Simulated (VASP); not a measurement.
Band structure of Te₂Rh. Computed with PBE GGA, VASP's PBE PAW potentials (set 64) (plane waves; VASP 6.6.1).

The cell holds a wide vacuum, so values per volume refer to the whole cell. Unless said otherwise, spin-orbit coupling is left out, though it shifts the bands of the heavy elements here.

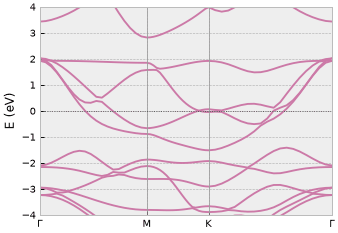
Figure. Bands along high-symmetry lines, zero at the valence-band maximum or, without a gap, the Fermi level

Task: Read the plot: is there a gap, and where are the band edges?

Result: It has no gap at this level: it comes out as a metal or semimetal.

The cell is a sheet with vacuum, built from a generated structure.
